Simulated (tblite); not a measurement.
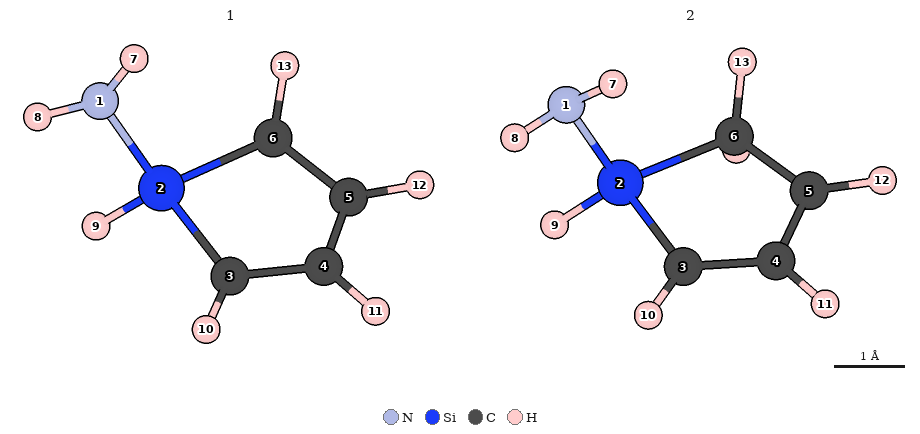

Two geometries of C4H8NSi (multiplicity 2), drawn at one scale. One is the start of a relaxation, the other its converged end. A ball-and-stick model, seen from a free direction.

The calculation used tblite 0.8.0, GFN2-xTB geometry optimisation, gas phase. 

### Which of the two is the end point?

Structure 1 is the relaxed one. Over 77 geometry steps the energy falls by 0.391 eV. The largest move after the best rigid fit is that of an H atom, 0.48 Å. Largest moves by element: H 0.48 Å, C 0.17 Å, Si 0.17 Å, N 0.14 Å. Near-neighbour distances that change, for instance: C–C 1.450 → 1.372 Å, C–C 1.348 → 1.388 Å, C–C 1.517 → 1.486 Å, C–Si 1.850 → 1.870 Å. Bond angles that change, for instance: N–Si–C 107.6° → 121.7°, Si–N–H 108.2° → 118.8°, Si–N–H 109.2° → 118.0°. The run took 0.33 s on 1 thread of Arm Neoverse V2, with other jobs on the host.
